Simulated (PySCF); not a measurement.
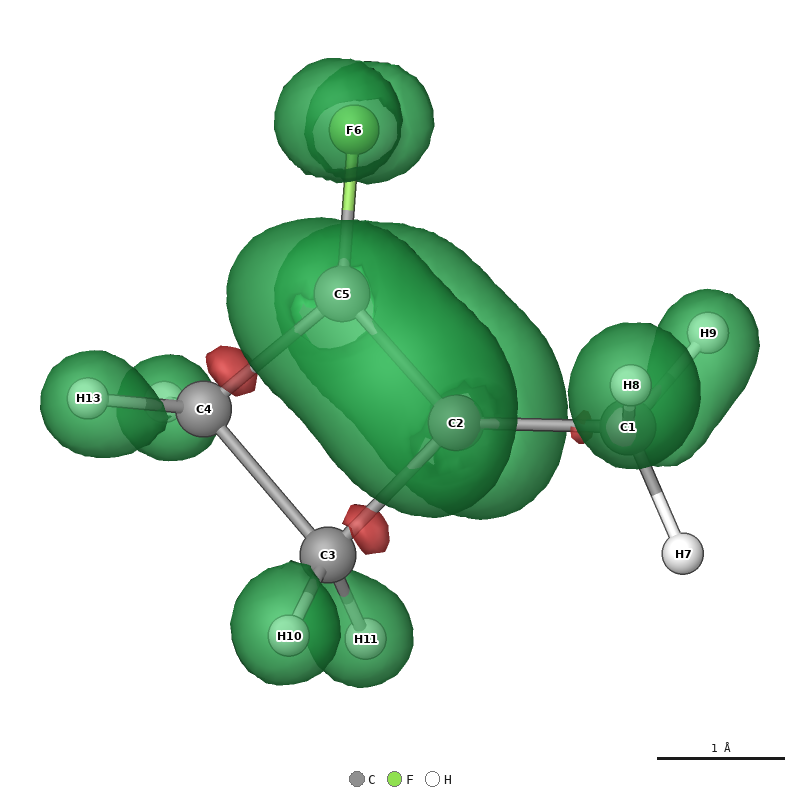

Figure 1: C₅H₇F (charge +1, doublet). Isosurfaces of the spin density (α minus β) at +0.02 (green) and −0.02 e/Å³ (red), seen at a tilt.

Geometry: GFN2-xTB.

Level of theory: UKS B3LYP, pcH-1 on C F H, non-relativistic, mean-field spin-orbit, GIAO in PySCF 2.14.0, density-fitted response routines.

```xyz
13

C     1.8157   -0.5011    0.0629
C     0.4403   -0.0722    0.0019
C    -0.8773   -0.7699    0.0866
C    -1.5662    0.6151   -0.0883
C    -0.2037    1.1621   -0.1591
F     0.2409    2.3660   -0.3230
H     1.9120   -1.5821   -0.0150
H     2.2689   -0.1855    1.0154
H     2.4281    0.0154   -0.6850
H    -1.0625   -1.2768    1.0347
H    -1.0584   -1.4934   -0.7095
H    -2.1706    0.7522   -0.9888
H    -2.1717    0.9706    0.7495
```

> Which atoms carry the spin?

The unpaired spin (1 electron) lies mostly on C2 (about 0.3), C5 (about 0.3) and F6 (about 0.1), in electrons by Hirshfeld's partition.
